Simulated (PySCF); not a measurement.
# C₃H₃FO₂: a tour of settings

Which settings matter for C₃H₃FO₂ (`O=C1CO[C@H]1F`), and how do bad ones show?

Programs: PySCF 2.14.0, with density-fitted response routines of our own. Each step states its level of theory. These are calculated values for one molecule in the gas phase, unless marked as measured. Atoms count from 0, in the outputs and in this text.

## 1. The starting structure

9 atoms, charge 0, multiplicity 1; geometry from: GFN2-xTB.

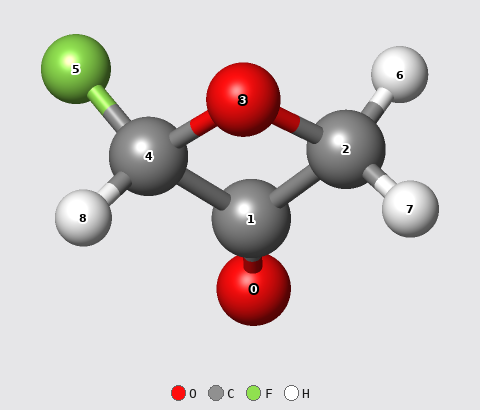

As it starts; oxygen red, carbon grey, fluorine green, hydrogen white, atoms numbered.

## 2. NMR shieldings: PBE0/def2-TZVPP

Job settings and geometry (Å):

```
{"job": {"kind": "nmr", "xc": "PBE0", "basis": "def2-TZVPP", "pop": true, "grid": 1}, "charge": 0, "multiplicity": 1}
O     -0.744778     1.774609     0.729160
C     -0.302848     0.766871     0.286547
C      0.969849     0.309279    -0.390183
O      0.416239    -1.009051    -0.529662
C     -0.779676    -0.688059     0.131535
F     -0.915038    -1.357276     1.309749
H      1.858359     0.321666     0.247551
H      1.197033     0.773535    -1.352816
H     -1.685579    -0.885581    -0.457062
```

Level: GIAO PBE0/def2-TZVPP NMR shielding, non-relativistic, gas phase.

The run is started by

```bash
> OMP_NUM_THREADS=1 python probes_run.py task.json out
```

One launch serves the whole session: the jobs run in the order shown.

The program printed:

```text
final grid: 38616 points
cycle   1  E = -365.9370292570  dE =  1.161e+00  |g| = 1.025e+00  |ddm| = 2.516e+00
cycle   2  E = -365.3343414404  dE =  6.027e-01  |g| = 2.092e+00  |ddm| = 2.245e+00
cycle   3  E = -366.1161827300  dE = -7.818e-01  |g| = 2.127e-01  |ddm| = 1.685e+00
cycle   4  E = -366.1222617110  dE = -6.079e-03  |g| = 1.194e-01  |ddm| = 2.150e-01
cycle   5  E = -366.1245787843  dE = -2.317e-03  |g| = 1.944e-02  |ddm| = 9.162e-02
cycle   6  E = -366.1246403533  dE = -6.157e-05  |g| = 8.371e-03  |ddm| = 1.893e-02
cycle   7  E = -366.1246508808  dE = -1.053e-05  |g| = 2.236e-03  |ddm| = 6.045e-03
cycle   8  E = -366.1246517434  dE = -8.626e-07  |g| = 5.183e-04  |ddm| = 2.874e-03
cycle   9  E = -366.1246518011  dE = -5.771e-08  |g| = 1.039e-04  |ddm| = 6.140e-04
cycle  10  E = -366.1246518034  dE = -2.290e-09  |g| = 4.157e-05  |ddm| = 1.121e-04
cycle  11  E = -366.1246518038  dE = -4.076e-10  |g| = 9.211e-06  |ddm| = 4.281e-05
converged SCF energy = -366.1246518038

GIAO shielding tensors (ppm)
atom      isotropic    diamagn.    paramagn.     s11        s22        s33       span
  0 O     -315.270     393.094    -708.364   -876.867   -390.576    321.632   1198.500
  1 C      -15.065     249.152    -264.217    -97.169    -34.779     86.754    183.923
  2 C       96.918     249.546    -152.627     48.160     95.760    146.834     98.674
  3 O      253.832     387.718    -133.886    157.338    269.404    334.754    177.417
  4 C       60.609     244.845    -184.235     24.136     59.263     98.429     74.293
  5 F      302.416     466.034    -163.618    216.503    311.280    379.465    162.962
  6 H       26.075      29.978      -3.903     22.955     24.518     30.752      7.798
  7 H       26.342      30.015      -3.674     23.608     25.207     30.210      6.602
  8 H       25.199      29.587      -4.388     21.801     26.159     27.638      5.837
```

It took 53 s on 1 thread, shared host.

The references, computed at this level on geometries of the same kind, shield at (ppm): 19F CFCl3 172.8, 17O H2O 333.1. Their shielding less the atom's gives the shift. The references are single molecules in the gas phase, so shifts against H2O, NH3, PH3, H3PO4 or CFCl3 are not on the usual liquid scales and can be off by tens of ppm.

| atoms | environment | σ (ppm) | δ (ppm) |
| --- | --- | --- | --- |
| C1 | ketone carbonyl carbon | -15.1 | – |
| C4 | sp3 CH bonded to F and O, α to a carbonyl | 60.6 | – |
| C2 | sp3 CH2 bonded to O, α to a carbonyl | 96.9 | – |
| H8 | hydrogen on an sp3 CH bonded to F and O, α to a carbonyl | 25.20 | – |
| H6 | hydrogen on an sp3 CH2 bonded to O, α to a carbonyl | 26.07 | – |
| H7 | hydrogen on an sp3 CH2 bonded to O, α to a carbonyl | 26.34 | – |
| O0 | ketone oxygen | -315.3 | 648.4 |
| O3 | ether oxygen | 253.8 | 79.3 |
| F5 | fluorine on an sp3 carbon | 302.4 | -129.6 |

Charges from the same density, by scheme (e):

| atoms | Mulliken | IAO | Hirshfeld | ESP fit |
| --- | --- | --- | --- | --- |
| O0 | -0.22 | -0.34 | -0.20 | -0.41 |
| C1 | 0.12 | 0.38 | 0.16 | 0.45 |
| C2 | 0.06 | -0.13 | 0.00 | -0.13 |
| O3 | -0.26 | -0.41 | -0.15 | -0.29 |
| C4 | 0.25 | 0.30 | 0.11 | 0.20 |
| F5 | -0.18 | -0.30 | -0.11 | -0.19 |

Mulliken charges:

| atom | value (e) |
| --- | --- |
| O0 | -0.22 |
| C1 | 0.12 |
| C2 | 0.06 |
| O3 | -0.26 |
| C4 | 0.25 |
| F5 | -0.18 |
| H6 | 0.09 |
| H7 | 0.09 |
| H8 | 0.06 |

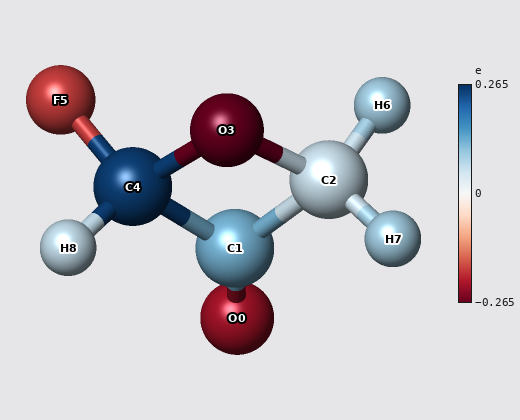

Mulliken charges, as colours on the atoms.

Mayer bond orders: O0–C1 2.17, C1–C2 0.96, C2–O3 1.00, O3–C4 1.11, C4–F5 1.08, C4–C1 0.94.

Ring of atoms C1, C2, O3, C4: NICS(0) 8.0, NICS(1) 0.7, NICS(1)zz 1.7 ppm (means of both faces).

The fields below are evaluated on a grid from the run's orbitals.

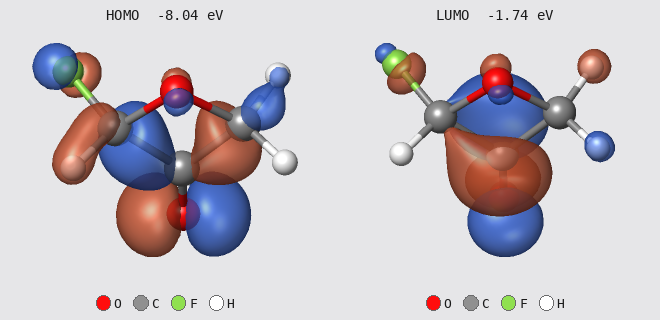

PBE0/def2-TZVPP orbitals near the gap, drawn at the value that encloses 70 % of each; the two colours are the two signs.

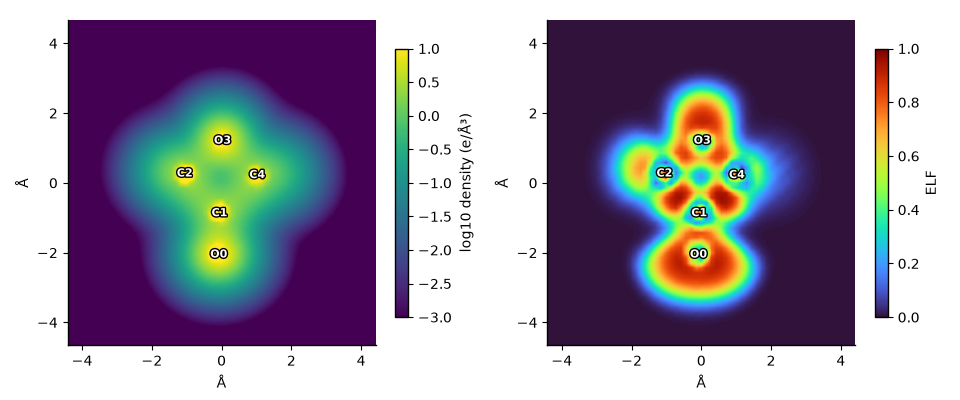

Density (left) and ELF (right) in a plane through or near 5 of the atoms.

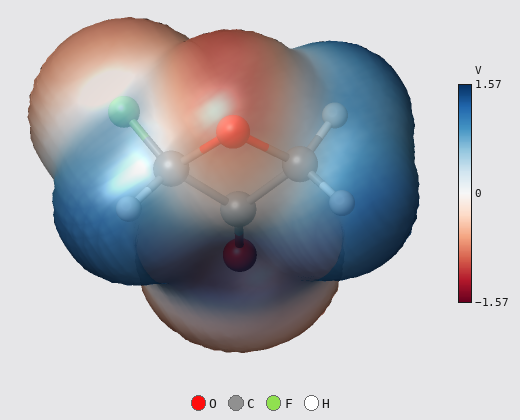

Electrostatic potential on the surface of density 0.002 e/bohr³; red is low, blue high. It runs, from the 1st to the 99th percentile, from -1.11 V near O0 to 1.57 V near C1.

## 3. Nuclear shieldings: HF/pcSseg-1

Same as in step 2 but for these lines:

```diff
@@ -1,2 +1,2 @@
-{"job": {"kind": "nmr", "xc": "PBE0", "basis": "def2-TZVPP", "pop": true, "grid": 1}, "charge": 0, "multiplicity": 1}
+{"job": {"kind": "nmr", "xc": "HF", "basis": "pcSseg-1", "pop": true}, "charge": 0, "multiplicity": 1}
 O     -0.744778     1.774609     0.729160
```

Method: GIAO HF/pcSseg-1 NMR shielding, non-relativistic, gas phase.

The program printed:

```text
final grid: 83760 points
cycle   1  E = -364.1734886430  dE =  1.536e+00  |g| = 1.032e+00  |ddm| = 2.680e+00
cycle   2  E = -364.2862697447  dE = -1.128e-01  |g| = 8.320e-01  |ddm| = 1.021e+00
cycle   3  E = -364.4056723936  dE = -1.194e-01  |g| = 9.099e-02  |ddm| = 5.054e-01
cycle   4  E = -364.4082576956  dE = -2.585e-03  |g| = 4.297e-02  |ddm| = 9.395e-02
cycle   5  E = -364.4087787435  dE = -5.210e-04  |g| = 1.185e-02  |ddm| = 5.551e-02
cycle   6  E = -364.4088651961  dE = -8.645e-05  |g| = 6.032e-03  |ddm| = 2.334e-02
cycle   7  E = -364.4088892852  dE = -2.409e-05  |g| = 2.018e-03  |ddm| = 1.528e-02
cycle   8  E = -364.4088919594  dE = -2.674e-06  |g| = 6.599e-04  |ddm| = 4.833e-03
cycle   9  E = -364.4088922520  dE = -2.926e-07  |g| = 2.922e-04  |ddm| = 1.324e-03
cycle  10  E = -364.4088923096  dE = -5.760e-08  |g| = 1.179e-04  |ddm| = 4.990e-04
cycle  11  E = -364.4088923294  dE = -1.981e-08  |g| = 5.475e-05  |ddm| = 3.261e-04
cycle  12  E = -364.4088923348  dE = -5.413e-09  |g| = 2.502e-05  |ddm| = 2.009e-04
cycle  13  E = -364.4088923356  dE = -7.951e-10  |g| = 9.348e-06  |ddm| = 8.470e-05
converged SCF energy = -364.4088923356

GIAO shielding tensors (ppm)
atom      isotropic    diamagn.    paramagn.     s11        s22        s33       span
  0 O     -337.611     397.116    -734.726   -913.933   -446.676    347.777   1261.710
  1 C       -7.454     249.893    -257.347   -109.189     -6.949     93.775    202.964
  2 C      110.525     248.029    -137.503     66.069    110.354    155.153     89.084
  3 O      280.366     398.014    -117.648    186.011    291.300    363.788    177.777
  4 C       79.702     241.115    -161.413     48.975     79.393    110.738     61.763
  5 F      350.656     471.599    -120.943    270.869    356.345    424.755    153.886
  6 H       26.751      28.522      -1.770     23.411     25.296     31.547      8.137
  7 H       26.972      28.524      -1.551     23.715     25.906     31.296      7.581
  8 H       26.038      27.831      -1.793     22.400     26.565     29.149      6.750
```

Run time: 9.6 s. Hardware: 1 thread, shared host.

Key values: δ C1 200.8, C4 113.7, C2 82.9, O0 672.3, H8 6.11, H6 5.40 ppm.

## 4. Ultraviolet spectrum: WP04/ANO-RCC-VDZP

Same as in step 3 but for these lines:

```diff
@@ -1,2 +1,2 @@
-{"job": {"kind": "nmr", "xc": "HF", "basis": "pcSseg-1", "pop": true}, "charge": 0, "multiplicity": 1}
+{"job": {"kind": "uv", "xc": "WP04", "basis": "ANO-RCC-VDZP", "nstates": 12, "ntriplets": 2, "tda": false, "max_iter": 2, "scf": {"max_cycle": 60}}, "charge": 0, "multiplicity": 1}
 O     -0.744778     1.774609     0.729160
```

With the program's defaults for keys left out, this is: TDDFT WP04/ANO-RCC-VDZP, vertical, gas phase, core orbitals frozen in the response.

The program printed:

```text
final grid: 83760 points
cycle   1  E = -373.4398385834  dE =  1.195e+00  |g| = 1.341e+00  |ddm| = 4.368e+00
cycle   2  E = -371.9452552223  dE =  1.495e+00  |g| = 3.053e+00  |ddm| = 3.383e+00
cycle   3  E = -373.7603413744  dE = -1.815e+00  |g| = 3.650e-01  |ddm| = 2.626e+00
cycle   4  E = -373.7806007348  dE = -2.026e-02  |g| = 2.174e-01  |ddm| = 4.905e-01
cycle   5  E = -373.7891644968  dE = -8.564e-03  |g| = 5.246e-02  |ddm| = 1.848e-01
cycle   6  E = -373.7897379961  dE = -5.735e-04  |g| = 1.407e-02  |ddm| = 4.920e-02
cycle   7  E = -373.7897684460  dE = -3.045e-05  |g| = 6.131e-03  |ddm| = 1.250e-02
cycle   8  E = -373.7897756848  dE = -7.239e-06  |g| = 1.075e-03  |ddm| = 4.736e-03
cycle   9  E = -373.7897759134  dE = -2.286e-07  |g| = 2.348e-04  |ddm| = 1.129e-03
cycle  10  E = -373.7897759250  dE = -1.166e-08  |g| = 6.533e-05  |ddm| = 2.500e-04
cycle  11  E = -373.7897759260  dE = -9.570e-10  |g| = 1.271e-05  |ddm| = 6.109e-05
converged SCF energy = -373.7897759260

Static polarisability (au): isotropic 35.270, principal 27.345 38.917 39.548

Singlet excitations
state   eV       nm        f      main configurations
  1   4.1941    295.6   0.00007   H->L 0.99
  2   5.5390    223.8   0.00055   H-1->L 0.99
  3   6.9528    178.3   0.00012   H-2->L 0.99
  4   7.4317    166.8   0.00220   H-3->L 0.97
  5   7.9983    155.0   0.06287   H->L+1 0.97
  6   8.1735    151.7   0.00234   H->L+2 0.94
  7   8.3649    148.2   0.01414   H-5->L 0.73, H-4->L 0.21
  8   8.7682    141.4   0.00572   H-1->L+1 0.90, H-1->L+2 0.09
  9   8.8140    140.7   0.01157   H->L+3 0.89
 10   8.9917    137.9   0.01716   H-1->L+2 0.89, H-1->L+1 0.09
 11   9.2433    134.1   0.11839   H-4->L 0.47, H-5->L 0.15, H->L+4 0.10
 12   9.3281    132.9   0.00116   H-6->L 0.94

Triplet excitations (Tamm-Dancoff, eV): 3.6295 5.2005
```

It took 32 s on 1 thread, shared host.

Why it failed: The SCF converged, but the response equations did not within 2 iterations. Cure: allow more iterations. Numbers from the part that failed are no properties of the molecule.

## 5. Ultraviolet spectrum: HCTH407/aug-cc-pVDZ

Same as in step 4 but for these lines:

```diff
@@ -1,2 +1,2 @@
-{"job": {"kind": "uv", "xc": "WP04", "basis": "ANO-RCC-VDZP", "nstates": 12, "ntriplets": 2, "tda": false, "max_iter": 2, "scf": {"max_cycle": 60}}, "charge": 0, "multiplicity": 1}
+{"job": {"kind": "uv", "xc": "HCTH407", "basis": "aug-cc-pVDZ", "nstates": 6, "ntriplets": 2, "tda": false, "grid": 3, "scf": {"guess": "sap"}}, "charge": 0, "multiplicity": 1}
 O     -0.744778     1.774609     0.729160
```

Method: TDDFT HCTH407/aug-cc-pVDZ, vertical, gas phase, core orbitals frozen in the response.

The program printed:

```text
final grid: 114208 points
cycle   1  E = -344.7255340745  dE =  1.914e+01  |g| = 7.218e+00  |ddm| = 2.519e+02
cycle   2  E = -300.1998228836  dE =  4.453e+01  |g| = 1.206e+01  |ddm| = 2.504e+02
cycle   3  E = -360.2787524873  dE = -6.008e+01  |g| = 4.811e+00  |ddm| = 3.767e+01
cycle   4  E = -346.1980262372  dE =  1.408e+01  |g| = 6.079e+00  |ddm| = 1.416e+01
cycle   5  E = -365.6268331360  dE = -1.943e+01  |g| = 1.712e+00  |ddm| = 1.154e+01
cycle   6  E = -366.1403956346  dE = -5.136e-01  |g| = 9.848e-01  |ddm| = 3.319e+00
cycle   7  E = -366.1069991822  dE =  3.340e-02  |g| = 1.055e+00  |ddm| = 2.161e+00
cycle   8  E = -366.3126625172  dE = -2.057e-01  |g| = 3.214e-01  |ddm| = 1.403e+00
cycle   9  E = -366.3245853165  dE = -1.192e-02  |g| = 2.505e-01  |ddm| = 7.753e-01
cycle  10  E = -366.3357605179  dE = -1.118e-02  |g| = 7.271e-02  |ddm| = 3.653e-01
cycle  11  E = -366.3367991321  dE = -1.039e-03  |g| = 2.736e-02  |ddm| = 1.462e-01
cycle  12  E = -366.3369467921  dE = -1.477e-04  |g| = 3.141e-03  |ddm| = 3.867e-02
cycle  13  E = -366.3369483085  dE = -1.516e-06  |g| = 1.520e-03  |ddm| = 6.586e-03
cycle  14  E = -366.3369487734  dE = -4.649e-07  |g| = 2.917e-04  |ddm| = 2.485e-03
cycle  15  E = -366.3369487944  dE = -2.098e-08  |g| = 8.339e-05  |ddm| = 6.472e-04
cycle  16  E = -366.3369487959  dE = -1.515e-09  |g| = 2.517e-05  |ddm| = 1.789e-04
cycle  17  E = -366.3369487960  dE = -6.014e-11  |g| = 1.859e-05  |ddm| = 6.393e-05
converged SCF energy = -366.3369487960

Static polarisability (au): isotropic 43.969, principal 35.589 47.163 49.156

Singlet excitations
state   eV       nm        f      main configurations
  1   3.8931    318.5   0.00012   H->L 1.00
  2   4.7700    259.9   0.00056   H-1->L 0.99
  3   6.0401    205.3   0.04547   H->L+1 0.99
  4   6.3438    195.4   0.00189   H-2->L 0.63, H->L+2 0.36
  5   6.3613    194.9   0.00137   H->L+2 0.62, H-2->L 0.36
  6   6.5189    190.2   0.00140   H-3->L 0.98

Triplet excitations (Tamm-Dancoff, eV): 3.3665 4.4462
```

Wall time 80 s (1 thread, shared host).

Frontier orbitals and where they lie:

| orbital | eV | atoms |
| --- | --- | --- |
| HOMO−3 | -9.52 | F5 57 %, C4 13 %, O3 8 % |
| HOMO−2 | -9.24 | O3 49 %, F5 14 %, O0 11 % |
| HOMO−1 | -7.65 | O3 61 %, C2 14 %, C4 6 % |
| HOMO | -6.74 | O0 43 %, C1 18 %, C4 13 % |
| LUMO | -3.08 | C1 40 %, O0 31 %, C2 9 % |
| LUMO+1 | -0.70 | H7 30 %, H6 25 %, H8 18 % |
| LUMO+2 | -0.43 | C2 38 %, C4 18 %, O3 12 % |

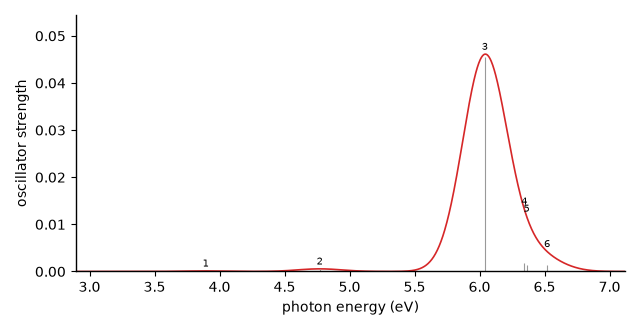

Absorption spectrum from the 6 singlet states computed; above the last one it falls off for lack of states. Lines are broadened to a width of 0.40 eV (Gaussian).

Ground-state properties from the same run:

| property | computed |
| --- | --- |
| dipole moment (D) | 1.92 |
| polarisability (Å³) | 6.52 |
| HOMO–LUMO gap (eV) | 3.66 |
| −ε(HOMO) (eV) | 6.74 |

## 6. TDDFT and polarisability: KT3/def2-SVPD

Same as in step 5 but for these lines:

```diff
@@ -1,2 +1,2 @@
-{"job": {"kind": "uv", "xc": "HCTH407", "basis": "aug-cc-pVDZ", "nstates": 6, "ntriplets": 2, "tda": false, "grid": 3, "scf": {"guess": "sap"}}, "charge": 0, "multiplicity": 1}
+{"job": {"kind": "uv", "xc": "KT3", "basis": "def2-SVPD", "nstates": 12, "ntriplets": 5, "tda": true}, "charge": 0, "multiplicity": 1}
 O     -0.744778     1.774609     0.729160
```

With the program's defaults for keys left out, this is: TDA KT3/def2-SVPD, vertical, gas phase, core orbitals frozen in the response.

The program printed:

```text
coarse grid: 8376 points
cycle   1  E = -370.7776181583  dE =  1.054e+00  |g| = 1.102e+00  |ddm| = 4.082e+00
cycle   2  E = -369.4252116219  dE =  1.352e+00  |g| = 2.777e+00  |ddm| = 4.193e+00
cycle   3  E = -370.9815553346  dE = -1.556e+00  |g| = 3.426e-01  |ddm| = 3.574e+00
cycle   4  E = -370.9983560464  dE = -1.680e-02  |g| = 2.159e-01  |ddm| = 5.796e-01
cycle   5  E = -371.0069797799  dE = -8.624e-03  |g| = 4.932e-02  |ddm| = 2.351e-01
cycle   6  E = -371.0074712585  dE = -4.915e-04  |g| = 1.595e-02  |ddm| = 6.373e-02
cycle   7  E = -371.0075118681  dE = -4.061e-05  |g| = 6.195e-03  |ddm| = 1.843e-02
cycle   8  E = -371.0075197597  dE = -7.892e-06  |g| = 9.125e-04  |ddm| = 6.853e-03
final grid: 83760 points
cycle   9  E = -371.1164316657  dE = -1.637e-05  |g| = 3.304e-02  |ddm| = 2.813e-01
cycle  10  E = -371.1155600744  dE =  8.716e-04  |g| = 7.531e-02  |ddm| = 9.356e-02
cycle  11  E = -371.1166098675  dE = -1.050e-03  |g| = 8.986e-03  |ddm| = 6.910e-02
cycle  12  E = -371.1166260084  dE = -1.614e-05  |g| = 1.710e-03  |ddm| = 8.554e-03
cycle  13  E = -371.1166265077  dE = -4.993e-07  |g| = 6.156e-04  |ddm| = 2.443e-03
cycle  14  E = -371.1166265841  dE = -7.635e-08  |g| = 1.570e-04  |ddm| = 7.801e-04
cycle  15  E = -371.1166265890  dE = -4.987e-09  |g| = 2.905e-05  |ddm| = 2.125e-04
cycle  16  E = -371.1166265892  dE = -2.043e-10  |g| = 5.464e-06  |ddm| = 4.842e-05
converged SCF energy = -371.1166265892

Static polarisability (au): isotropic 42.981, principal 34.935 46.252 47.758

Singlet excitations
state   eV       nm        f      main configurations
  1   4.0179    308.6   0.00015   H->L 1.00
  2   4.9697    249.5   0.00072   H-1->L 0.99
  3   6.4423    192.5   0.00070   H-2->L 0.99
  4   6.5939    188.0   0.05112   H->L+1 0.98
  5   6.6547    186.3   0.00352   H-3->L 0.97
  6   6.7830    182.8   0.00097   H->L+2 0.97
  7   7.3710    168.2   0.00315   H->L+3 0.95
  8   7.4564    166.3   0.00440   H-1->L+1 0.97
  9   7.6219    162.7   0.00229   H->L+4 0.96
 10   7.6577    161.9   0.00902   H-5->L 0.60, H-4->L 0.32
 11   7.7565    159.8   0.00927   H-1->L+2 0.96
 12   8.1346    152.4   0.00673   H->L+5 0.98

Triplet excitations (Tamm-Dancoff, eV): 3.4354 4.5632 5.9309 6.0483 6.4395
```

Wall time 44 s (1 thread, shared host).

Key values: HOMO -6.82 eV, LUMO -2.99 eV; lowest singlet 4.02 eV.

## 7. Run by run: NMR shifts

Isotropic shieldings (ppm) of some atoms, chosen among heavy atoms and hydrogens apart, with basis size and wall time:

| run | C4 | C2 | H8 | H6 | O0 | O3 | F5 | functions | time |
| --- | --- | --- | --- | --- | --- | --- | --- | --- | --- |
| PBE0/def2-TZVPP | 60.6 | 96.9 | 25.20 | 26.07 | -315.3 | 253.8 | 302.4 | 228 | 53 s |
| HF/pcSseg-1 | 79.7 | 110.5 | 26.04 | 26.75 | -337.6 | 280.4 | 350.7 | 117 | 9.6 s |

## 8. Comparing the runs: electronic excitations

Excitations and ground-state properties, with basis size and wall time:

| run | lowest singlet (eV) | brightest (eV) | f | gap (eV) | α (Å³) | μ (D) | functions | time |
| --- | --- | --- | --- | --- | --- | --- | --- | --- |
| HCTH407/aug-cc-pVDZ | 3.89 | 6.04 | 0.045 | 3.66 | 6.52 | 1.92 | 165 | 80 s |
| KT3/def2-SVPD | 4.02 | 6.59 | 0.051 | 3.83 | 6.37 | 1.93 | 153 | 44 s |

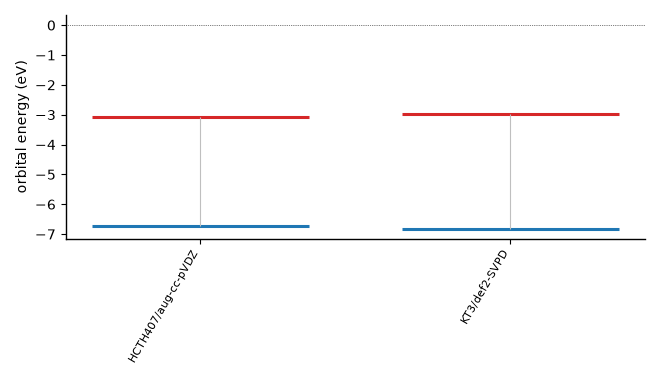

HOMO (blue) and LUMO (red) run by run.

## 9. Outcome

| quantity | value |
| --- | --- |
| 17O shifts against H2O (PBE0/def2-TZVPP) | 648.4, 79.3 ppm |
| 19F shifts against CFCl3 (PBE0/def2-TZVPP) | -129.6 ppm |
| shieldings of C, H (PBE0/def2-TZVPP) | C1 -15.1, C4 60.6, C2 96.9, H8 25.2, H6 26.1, H7 26.3 ppm |
| surface potential, 1st and 99th percentile | -1.11 V and 1.57 V |
| lowest singlet (HCTH407/aug-cc-pVDZ) | 3.89 eV (318 nm), f = 0.000 |
| brightest single state of those computed | state 3, 6.04 eV, f = 0.045 |
| lowest triplet | 3.37 eV |
| range of the shielding of F5 | 302.4 to 350.7 ppm |
| range of the lowest singlet | 3.89 to 4.02 eV |
| property runs in this session | 5, of which 1 failed and 0 gave unsound results |

**Reading.** Single values in the summary come from the first run of each kind that ended normally (PBE0/def2-TZVPP; HCTH407/aug-cc-pVDZ), which need not be the best level. At PBE0/def2-TZVPP: Shielding is most anisotropic at O0 (span 1198 ppm, paramagnetic term -708 ppm). At PBE0/def2-TZVPP, counted by nearest atom on the grid, the HOMO lies on O0 46 %; C2, C4 about 13 % each, the LUMO on C1 44 %; O0 29 %. The lowest singlet, at 3.89 eV, is HOMO→LUMO 1.00 and is dark; of the 6 states computed, the strongest absorption comes from state 3 at 6.04 eV. The lowest triplet lies 0.53 eV below the lowest singlet (triplets in Tamm-Dancoff, singlets in full TDDFT). In ppm, F5 moves most: its shielding spreads over 48.2 ppm, from 302.4 (PBE0/def2-TZVPP) to 350.7 (HF/pcSseg-1). The lowest singlet runs from 3.89 eV (HCTH407/aug-cc-pVDZ) to 4.02 eV (KT3/def2-SVPD), while the orbital gap spans 3.66 to 3.83 eV. The lowest state need not be the same one in every run. The runs solved for a few states only, so the brightest column depends on that window.
